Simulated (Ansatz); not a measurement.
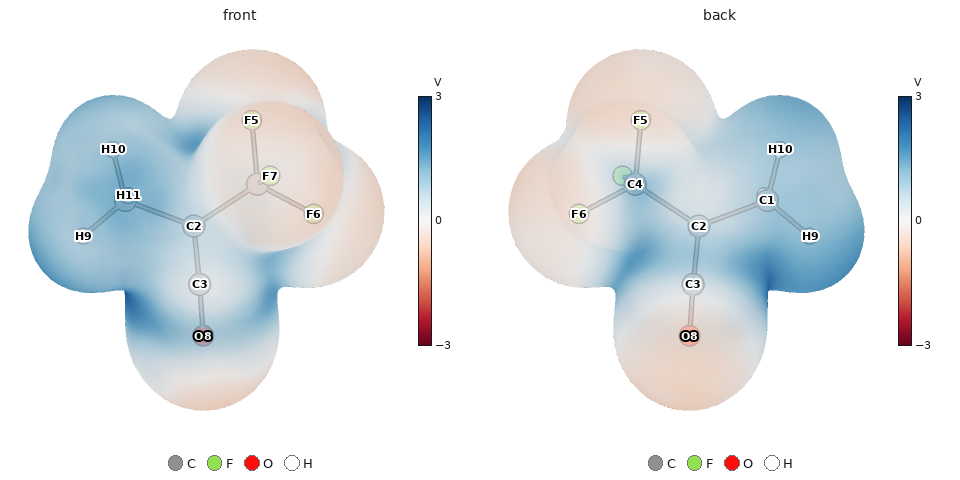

Figure. C4H3F3O (SMILES CC(=C=O)C(F)(F)F). The molecular electrostatic potential painted on the density surface at 0.004 e/bohr³, seen from the front and from behind; red is negative and blue positive.

Geometry: B3LYP/def2-SVP.

These are results of isolated molecule in a Gaussian basis; Kohn-Sham density functional theory, functional PBE0 in Ansatz 0.2.0, not measurements.

Input file:

```
basis:
  gaussian:
    orbitals: def2-SVPD
crystal:
  periodic: [false, false, false]
  atoms:
    - {symbol: C, position_ang: [-0.305923, -2.919383, 0.123791]}
    - {symbol: C, position_ang: [0.844262, -2.348148, -0.678905]}
    - {symbol: C, position_ang: [2.113180, -2.557890, -0.357765]}
    - {symbol: C, position_ang: [0.547417, -1.513005, -1.883366]}
    - {symbol: F, position_ang: [-0.169371, -2.194701, -2.798437]}
    - {symbol: F, position_ang: [1.673376, -1.085393, -2.483603]}
    - {symbol: F, position_ang: [-0.185190, -0.426615, -1.568806]}
    - {symbol: O, position_ang: [3.215654, -2.758393, -0.052545]}
    - {symbol: H, position_ang: [0.054925, -3.508518, 0.978050]}
    - {symbol: H, position_ang: [-0.926093, -3.575289, -0.508021]}
    - {symbol: H, position_ang: [-0.943373, -2.108386, 0.511040]}
hamiltonian:
  xc: {name: PBE0}
output: {forces: true, orbitals: {seedname: orbitals}}
```

Launched as:

```sh
ansatz run input.yaml --threads 2 --pin off --max-ram 4350MiB --events-out events.jsonl --progress --plain --runs-dir runs
```

> Which sites attract a positive test charge, and which a negative one?

A positive charge is drawn to the negative regions and a negative charge to the positive ones. The most negative region (about −0.6 V, or −14 kcal/mol for a unit charge) lies over O8, the most positive (about +2.3 V, or +53 kcal/mol for a unit charge) over C3.

> What dipole moment does the calculation give?

Its dipole moment is 2.36 D.
